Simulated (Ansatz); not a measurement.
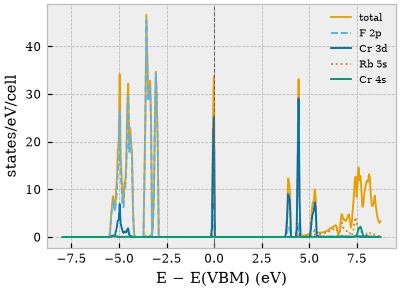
Fig. 1. Total and projected density of states of Rb₃CrF₆ in space group Fm-3m (No. 225; Rb on 8c, Rb on 4b, Cr on 4a, F on 24e), DFT-r²SCAN in the program Ansatz with PAW potentials

Task: Which orbitals carry the states next to the gap?

Result: Top 1 eV of the valence band: Cr 3d 75 %, F 2p 21 %. Bottom 1 eV of the conduction band: Cr 3d 80 %, F 2p 13 %. Projections are on Löwdin-orthogonalised atomic valence shells; empty p or d shells of many metals are not among them.

Task: Where is the tallest occupied peak in this window, and what makes it?

Result: Near -3.6 eV, about 47 states/eV per cell; the largest projected share is F 2p.

The workflow started from a Materials Project entry (that database holds measured and hypothetical structures alike); the Crystallography Open Database copy checked does not list it. Its standing as an ambient phase is unchecked. Symmetry was held in the r²SCAN relaxation; whether a distortion lowers the energy is not shown. Spin order of the final state: ferromagnetic, chosen from 3 collinear starts compared on coarse meshes (ties went to the first, and starts can fall back to one state), not a proven ground state. Other orbital occupations within this spin state were not tried. No Hubbard U is applied. Scalar-relativistic: spin–orbit coupling is off unless named, which matters more the heavier the elements.

Potentials: the later of the program's two PAW sets.
